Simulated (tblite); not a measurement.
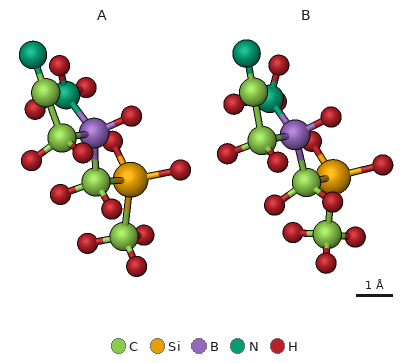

Two geometries of C4H13BN2Si, drawn at one scale. One is the start of a relaxation, the other its converged end. The picture is a ball-and-stick view, seen from a free direction.

Level of theory: tblite, GFN2-xTB geometry optimisation, gas phase. 

Which geometry has the lower energy?

Answer. Structure A is the relaxed one. An H atom moves most after the best rigid fit: 0.59 Å. By element the largest moves are H 0.59 Å, N 0.29 Å, C 0.20 Å, B 0.11 Å, Si 0.09 Å. Among the contacts that change: B–N 1.538 → 1.640 Å, C–Si 1.822 → 1.895 Å, B–C 1.601 → 1.659 Å, C–C 1.473 → 1.422 Å. Among the angles between lasting bonds that change: H–C–H 115.2° → 107.6°, C–B–N 113.4° → 106.4°, H–C–H 114.4° → 107.7°. Groups turn about B–N by about 35°, C–Si by about 25°. The energy falls by 0.757 eV in 103 geometry steps.
